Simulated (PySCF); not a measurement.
SMILES C[CH]OC(C)=O (C₄H₇O₂), doublet at its B3LYP/def2-SVP optimised geometry (Å):

```
13

C     -0.6271     2.0888     0.0000
C      0.2344     0.8845     0.0000
O     -0.3675    -0.2710    -0.4303
C      0.3951    -1.3825    -0.6567
C     -0.4735    -2.5507    -1.0434
O      1.5920    -1.3942    -0.5342
H     -0.1255     2.9164     0.5235
H     -0.8666     2.4402    -1.0260
H     -1.5920     1.8934     0.4998
H      1.3253     0.8845     0.0000
H     -1.2293    -2.2486    -1.7828
H     -1.0122    -2.9164    -0.1536
H      0.1543    -3.3580    -1.4394
```

Computed with PySCF with unrestricted B3LYP/def2-TZVP.

Map of the log10 of the electron density (e/bohr³), floored at −4 on the plane z = 1.5 Å:

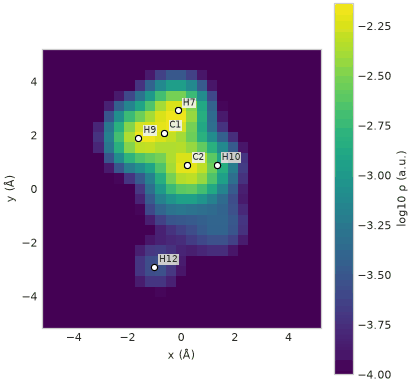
Figure: Log10 of the electron density (e/bohr³), floored at −4 on the plane z = 1.5 Å.
